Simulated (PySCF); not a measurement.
C2OS3, SMILES `S=C=S.O=C=S`.

Computed with PySCF, BP86/6-31G*, geometry: GFN2-xTB. GFN2-xTB bond lengths at metals and heavier atoms can be off by up to 0.1 Å and shapes distorted, which carries into these values.

The calculation's input:

```python
import numpy as np
from pyscf import gto, scf, dft
from pyscf.scf import atom_ks, atom_hf
from scipy.linalg import block_diag
from pyscf.dispersion import dftd3

def solve(mol, dm0=None, hcore=None):
    mf = (dft.UKS if mol.spin else dft.RKS)(mol, xc='bp86')
    mf.grids.level = 3
    mf = mf.density_fit(auxbasis='def2-universal-jkfit')
    mf.conv_tol, mf.max_cycle = 1e-8, 80
    if hcore is not None:
        mf.get_hcore = lambda *args: hcore
    mf.kernel(dm0)
    if not mf.converged:
        mf = mf.newton().run(mf.mo_coeff, mf.mo_occ, max_cycle=30)
    assert mf.converged, 'SCF not converged'
    return mf

mol = gto.M(atom='''
S     -1.49034     1.56824     0.02140
C     -1.52612     0.01998     0.09002
S     -1.55224    -1.52828     0.16079
O      1.40737    -0.16819    -1.69222
C      1.77016    -0.06927    -0.60102
S      2.24738     0.06262     0.85555
''', basis='6-31g*', charge=0, spin=0, verbose=4)
mol_a = gto.M(atom='''
S     -1.49034     1.56824     0.02140
C     -1.52612     0.01998     0.09002
S     -1.55224    -1.52828     0.16079
ghost-O      1.40737    -0.16819    -1.69222
ghost-C      1.77016    -0.06927    -0.60102
ghost-S      2.24738     0.06262     0.85555
''', basis='6-31g*', charge=0, spin=0, verbose=4)
mol_b = gto.M(atom='''
ghost-S     -1.49034     1.56824     0.02140
ghost-C     -1.52612     0.01998     0.09002
ghost-S     -1.55224    -1.52828     0.16079
O      1.40737    -0.16819    -1.69222
C      1.77016    -0.06927    -0.60102
S      2.24738     0.06262     0.85555
''', basis='6-31g*', charge=0, spin=0, verbose=4)
ab, a, b = solve(mol), solve(mol_a), solve(mol_b)
e_int = ab.e_tot - a.e_tot - b.e_tot
print('counterpoise-corrected interaction energy / kcal/mol', e_int * 627.5095)
def disp(atoms, charge):
    m = gto.M(atom=atoms, charge=charge, basis='sto-3g', spin=None, unit='Bohr', verbose=0)
    return dftd3.DFTD3Dispersion(m, xc='bp86', version='d3bj').get_dispersion()['energy']
e_disp = disp(mol._atom, mol.charge) - disp(mol._atom[:3], mol_a.charge) - disp(mol._atom[3:], mol_b.charge)
print('D3(BJ) part / kcal/mol', e_disp * 627.5095)
# spherically averaged free atoms, for the promolecule
atm = atom_ks.get_atm_nrks(mol, xc='bp86')
pro = block_diag(*[(atm[a[0]][2] * atm[a[0]][3]) @ atm[a[0]][2].T for a in mol._atom])
np.savez('result.npz', e_int=e_int, e_disp=e_disp, dm_a=a.make_rdm1(), dm_b=b.make_rdm1(), c=ab.mo_coeff, occ=ab.mo_occ, eps=ab.mo_energy, pro=pro, d=[f.dip_moment(verbose=0) for f in (ab, a, b)])
```

Run with:

```sh
OMP_NUM_THREADS=1 python input.py
```

The run took 22 s on 1 thread of INTEL(R) XEON(R) PLATINUM 8581C CPU @ 2.30GHz (Emerald Rapids) (shared host), peak memory 0.4 GiB.

Partitions, critical points and surface values were worked out afterwards from this run's density.

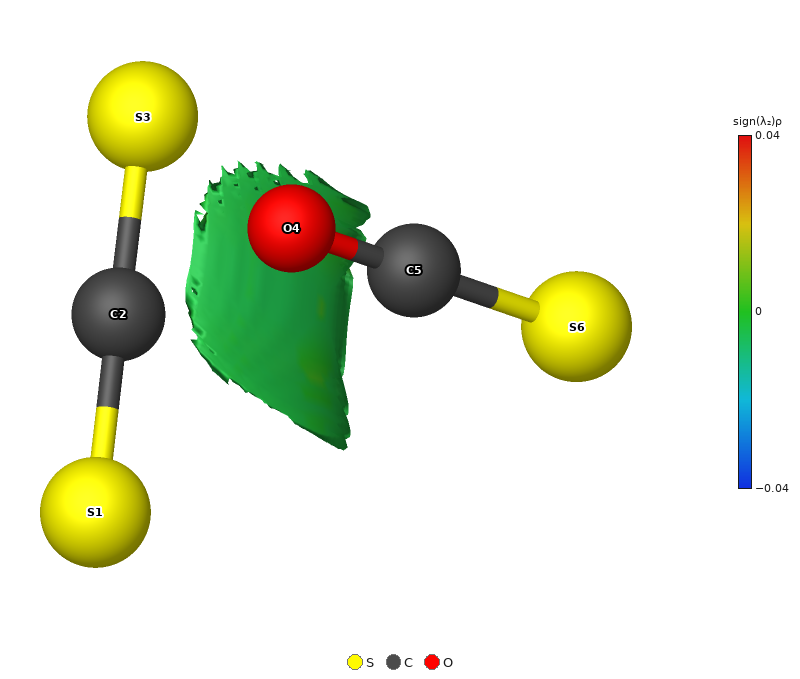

Non-covalent interaction surfaces between the fragments (reduced density gradient s = 0.4, coloured by sign(λ₂)ρ in a.u.; trimmed to the region between the fragments where ρ is under 0.06 a.u.). Fragment A: CS2 (atoms 1–3); fragment B: CSO.

Which interactions hold the two fragments together?

Answer. Bond critical points between the fragments: C2···C5, 3.37 Å, ρ = 0.005 a.u. It is weak and appears green (van der Waals range). The pose is a local one from a semi-empirical search, not shown to be the most stable.

How strongly are they bound?

Answer. The counterpoise-corrected interaction energy of the frozen fragments is +2.0 kcal/mol without dispersion correction and −2.0 kcal/mol with D3(BJ). The pair geometry is semi-empirical, not a minimum at this level.
